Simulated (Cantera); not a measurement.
Feed: 1 mol Si, 3.3 mol HCl, 5.3 mol H2, equilibrated at 13300 Pa.

Cantera equilibrium calculation (NASA polynomials, part measured and part estimated; ideal gas, pure solids and liquids). Candidate condensed phases: Si; 19 gas species. The tables' values for SiCl3 are old estimates; treat these amounts as uncertain. Rates play no part.

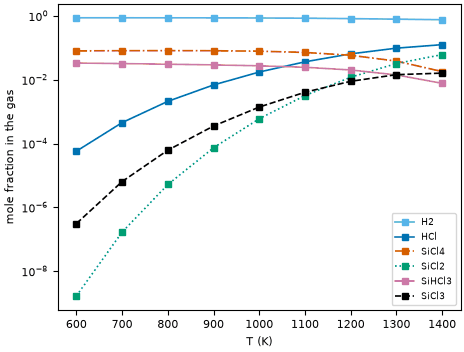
*Equilibrium gas composition (values under 1e-9 drawn at 1e-9)*

From 600 K to 1400 K the condensed part is Si(s). The main Si-bearing gas is SiCl4 at 600 K and SiCl2 at 1400 K. The share of Si in condensed phases is highest at 1200 K (19.4 %) and lowest at 600 K (10.7 %).
